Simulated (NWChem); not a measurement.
# CH4BO2 (SMILES [CH2]B(O)O) at 4 levels

Aim: a comparison of 4 runs (UHF/def2-SVP, UPBE0/3-21G, UPBE/def2-SVP, UPBE0/def2-SVP) of CH4BO2. 

The calculation is run with NWChem 7.3.0.

## (1) Starting point

CH4BO2 has 8 atoms, charge 0, and is taken as a doublet. SMILES: `[CH2]B(O)O`. The coordinates come from a GFN2-xTB relaxation. This is one conformer, not always the lowest.

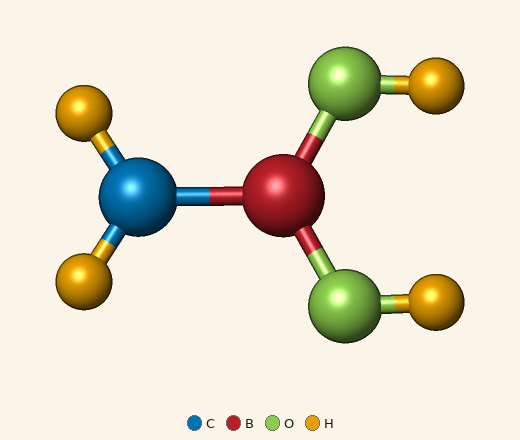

The structure, seen from a chosen angle (carbon blue, boron red, oxygen green, hydrogen amber).

## (2) Energy and gradient at UHF/def2-SVP (run 1)

ch4bo2.nw

```
start ch4bo2
memory total 2200 mb
charge 0
geometry units angstrom noautosym nocenter noautoz
   C     -0.599540     1.230210    -0.151740
   B      0.065240    -0.135030     0.015360
   O      1.362670    -0.283130    -0.392320
   O     -0.663930    -1.152570     0.566030
   H     -1.614740     1.413830     0.149700
   H     -0.080060     2.072040    -0.572780
   H      1.750480    -1.150030    -0.273650
   H     -0.220130    -1.995320     0.659400
end
basis spherical bse
   * library def2-SVP
end
scf
   doublet
   uhf
   thresh 1e-08
   maxiter 80
end
task scf gradient
```

Run with:

```console
nwchem ch4bo2.nw > ch4bo2.out
```

The program printed:

```text
[...]
  functions       =    76
[...]
  wavefunction    = UHF
[...]
         Total SCF energy =   -214.523552560763
      One electron energy =   -506.620689617936
      Two electron energy =    184.778570017374
 Nuclear repulsion energy =    107.318567039798
                       Sz =      0.5000
                 Sz(Sz+1) =      0.7500
                      S^2 =      0.7581
[...]
                         UHF ENERGY GRADIENTS
    atom               coordinates                        gradient
                 x          y          z           x          y          z
   1 C      -1.132966   2.324760  -0.286747    0.003362  -0.007503   0.000850
   2 B       0.123286  -0.255170   0.029026   -0.007334   0.014591  -0.001680
   3 O       2.575073  -0.535038  -0.741377   -0.001857   0.015747  -0.003972
   4 O      -1.254646  -2.178041   1.069642   -0.011169   0.011804   0.000394
   5 H      -3.051416   2.671751   0.282892    0.006622  -0.000841  -0.001990
   6 H      -0.151291   3.915588  -1.082397   -0.003490  -0.005085   0.002763
   7 H       3.307928  -2.173242  -0.517124    0.006291  -0.014641   0.002106
   8 H      -0.415985  -3.770608   1.246085    0.007575  -0.014072   0.001530
[...]
```

It took 18 s on 1 thread of AMD EPYC 7R43 (Zen 3), shared host; peak memory 0.098 GiB.

## (3) Energy and gradient at UPBE0/3-21G (run 2)

struct.nw

```
start struct
title "CH4BO2 PBE0"
memory stack 880 mb heap 220 mb global 1100 mb
charge 0

geometry noautosym nocenter noautoz
C     -0.599540     1.230210    -0.151740
B      0.065240    -0.135030     0.015360
O      1.362670    -0.283130    -0.392320
O     -0.663930    -1.152570     0.566030
H     -1.614740     1.413830     0.149700
H     -0.080060     2.072040    -0.572780
H      1.750480    -1.150030    -0.273650
H     -0.220130    -1.995320     0.659400
end

basis spherical bse
C library 3-21G
B library 3-21G
O library 3-21G
H library 3-21G
end

dft
xc pbe0
mult 2
grid xfine
convergence energy 1e-08
iterations 100
mulliken
end

task dft gradient
```

Run with:

```console
nwchem struct.nw > struct.out
```

The program printed:

```text
[...]
          Wavefunction type:  spin polarized.
          No. of atoms     :     8
          No. of electrons :    31
[...]
          Charge           :     0
          Spin multiplicity:     2
[...]
          AO basis - number of functions:    44
[...]
              XC Information
              --------------
                         PBE0 Method XC Functional
                     Hartree-Fock (Exact) Exchange  0.250
          PerdewBurkeErnzerhof Exchange Functional  0.750
            Perdew 1991 LDA Correlation Functional  1.000 local
           PerdewBurkeErnz. Correlation Functional  1.000 non-local
[...]
 d= 0,ls=0.0,diis     1   -214.3380483098 -3.22D+02  1.33D-02  1.89D-01     2.6
[...]
 d= 0,ls=0.0,diis    10   -214.4254596043 -1.83D-09  7.63D-07  4.04D-10    19.4
[...]
         Total DFT energy =     -214.425459604305
      One electron energy =     -505.500432842055
           Coulomb energy =      211.672458385140
    Exchange-Corr. energy =      -27.916052187189
 Nuclear repulsion energy =      107.318567039798
[...]
      Total Density - Mulliken Population Analysis
     ---------------------------------------------
    Atom       Charge   Shell Charges
 -----------   ------   -------------------------------------------------------
    1 C    6     6.74   1.99  0.38  1.57  1.19  1.61
    2 B    5     4.22   1.98  0.40  1.27  0.14  0.43
    3 O    8     8.59   1.98  0.42  2.15  1.46  2.57
    4 O    8     8.59   1.98  0.42  2.15  1.46  2.57
    5 H    1     0.79   0.47  0.32
    6 H    1     0.79   0.47  0.32
    7 H    1     0.64   0.44  0.19
    8 H    1     0.64   0.44  0.19
[...]
      <S2> =      0.7531 (Exact =     0.7500)
[...]
  wavefunction    = open shell
                         DFT ENERGY GRADIENTS
    atom               coordinates                        gradient
                 x          y          z           x          y          z
   1 C      -1.132966   2.324760  -0.286747   -0.002746   0.005071  -0.000700
   2 B       0.123286  -0.255170   0.029026    0.011273  -0.023619   0.003020
   3 O       2.575073  -0.535038  -0.741377   -0.010619  -0.019750   0.009449
   4 O      -1.254646  -2.178041   1.069642    0.023092  -0.005175  -0.006496
   5 H      -3.051416   2.671751   0.282892    0.008985  -0.000772  -0.002827
   6 H      -0.151291   3.915588  -1.082397   -0.005104  -0.006725   0.003799
   7 H       3.307928  -2.173242  -0.517124   -0.015574   0.024152  -0.001635
   8 H      -0.415985  -3.770608   1.246085   -0.009307   0.026817  -0.004611
[...]
```

It took 23 s on 1 thread of AMD EPYC 7R43 (Zen 3), shared host; peak memory 0.13 GiB.

Run 3 isn't shown in full; the table further down has it.

## (4) Energy and forces at UPBE0/def2-SVP (run 4)

work.nw

```
echo
start work
memory 2200 mb

geometry noautosym nocenter noautoz
  C       -0.599540       1.230210      -0.151740
  B        0.065240      -0.135030       0.015360
  O        1.362670      -0.283130      -0.392320
  O       -0.663930      -1.152570       0.566030
  H       -1.614740       1.413830       0.149700
  H       -0.080060       2.072040      -0.572780
  H        1.750480      -1.150030      -0.273650
  H       -0.220130      -1.995320       0.659400
end

basis spherical bse
  * library def2-SVP
end

dft
  xc pbe0
  mult 2
  grid xfine
  convergence energy 1e-08
  iterations 100
  mulliken
end

task dft gradient
```

Run with:

```console
nwchem work.nw > work.out
```

The program printed:

```text
[...]
          Wavefunction type:  spin polarized.
          No. of atoms     :     8
          No. of electrons :    31
[...]
          Charge           :     0
          Spin multiplicity:     2
[...]
          AO basis - number of functions:    76
[...]
              XC Information
              --------------
                         PBE0 Method XC Functional
                     Hartree-Fock (Exact) Exchange  0.250
          PerdewBurkeErnzerhof Exchange Functional  0.750
            Perdew 1991 LDA Correlation Functional  1.000 local
           PerdewBurkeErnz. Correlation Functional  1.000 non-local
[...]
 d= 0,ls=0.0,diis     1   -215.3749649814 -3.23D+02  8.12D-03  1.81D-01     5.4
[...]
 d= 0,ls=0.0,diis    10   -215.4595739178 -8.39D-09  7.94D-07  4.32D-09    54.5
[...]
         Total DFT energy =     -215.459573917834
      One electron energy =     -506.872452248905
           Coulomb energy =      212.072800355913
    Exchange-Corr. energy =      -27.978489064641
 Nuclear repulsion energy =      107.318567039798
[...]
      Total Density - Mulliken Population Analysis
     ---------------------------------------------
    Atom       Charge   Shell Charges
 -----------   ------   -------------------------------------------------------
    1 C    6     6.10   1.99  0.91  0.30  2.00  0.90  0.01
    2 B    5     5.05   1.99  0.77  0.05  1.61  0.43  0.20
    3 O    8     8.16   1.99  1.07  0.56  2.90  1.63  0.01
    4 O    8     8.16   1.99  1.07  0.56  2.90  1.63  0.01
    5 H    1     0.93   0.74  0.17  0.03
    6 H    1     0.93   0.74  0.17  0.03
    7 H    1     0.83   0.70  0.06  0.07
    8 H    1     0.83   0.70  0.06  0.07
[...]
      <S2> =      0.7534 (Exact =     0.7500)
[...]
  wavefunction    = open shell
                         DFT ENERGY GRADIENTS
    atom               coordinates                        gradient
                 x          y          z           x          y          z
   1 C      -1.132966   2.324760  -0.286747   -0.002509   0.004611  -0.000603
   2 B       0.123286  -0.255170   0.029026   -0.004466   0.008731  -0.000963
   3 O       2.575073  -0.535038  -0.741377   -0.002036  -0.005413   0.002277
   4 O      -1.254646  -2.178041   1.069642    0.005947  -0.001926  -0.001511
   5 H      -3.051416   2.671751   0.282892    0.013194  -0.001961  -0.003960
   6 H      -0.151291   3.915588  -1.082397   -0.006912  -0.010486   0.005496
   7 H       3.307928  -2.173242  -0.517124   -0.000264   0.003793  -0.001007
   8 H      -0.415985  -3.770608   1.246085   -0.002954   0.002653   0.000272
[...]
```

It took 62 s on 1 thread of AMD EPYC 7R43 (Zen 3), shared host; peak memory 0.14 GiB.

## (5) Overview of the runs

| run | level | iteration cap | module | energy (Eh) | dipole moment (D) | HOMO energy (eV) | LUMO energy (eV) | wall time |
| --- | --- | --- | --- | --- | --- | --- | --- | --- |
| 1 | UHF/def2-SVP | 80 | scf | -214.523553 | 2.33 | -10.33 | 2.63 | 18 s |
| 2 | UPBE0/3-21G | 100 | dft | -214.425460 | 2.74 | -6.38 | -1.66 | 23 s |
| 3 | UPBE/def2-SVP | 100 | dft | -215.442053 | 2.30 | -5.25 | -3.20 | 51 s |
| 4 | UPBE0/def2-SVP | 100 | dft | -215.459574 | 2.28 | -6.72 | -2.00 | 62 s |

## (6) Summary of results

| quantity | value |
| --- | --- |
| run 4: total energy | -215.45957 Eh |
| run 4: dipole moment | 2.28 D |
| run 4: HOMO energy (highest over α and β) | -6.72 eV |
| run 4: LUMO energy (lowest over α and β) | -2.00 eV |
| run 4: ⟨S²⟩ | 0.753 |
| run 4: largest force on an atom | 0.716 eV/Å |

The dipole moment (its size) runs from 2.28 D (UPBE0/def2-SVP) to 2.74 D (UPBE0/3-21G). Totals of different functionals can't be ranked against each other. All runs together took 2.6 min, the longest 62 s.
